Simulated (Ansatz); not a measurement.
Base system: GaAs in the zinc blende structure (space group F-43m, No. 216; a = 5.667 Å). Axes: x, y, z lie along the cube axes.

Perturbation: biaxial strain −1.00 %, plane normal [001], relaxed out of plane (Cartesian); in-plane vectors clamped, the third vector and the atoms free.

Method: Ansatz (a program for electronic structure) r2SCAN, no spin-orbit coupling.

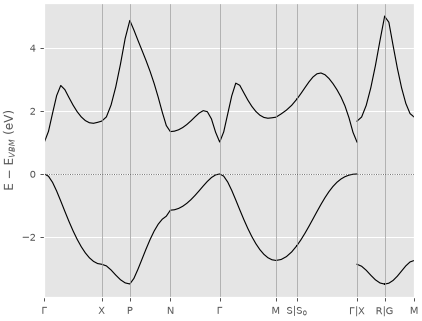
Highest valence and lowest conduction band along the path of the changed cell's own zone

### Question
Read the changed gap and its character from the plot.

### Answer
About 1.0 eV, direct at Γ.

Stability against distortions was not tested. k-point labels follow each cell's own Brillouin zone.
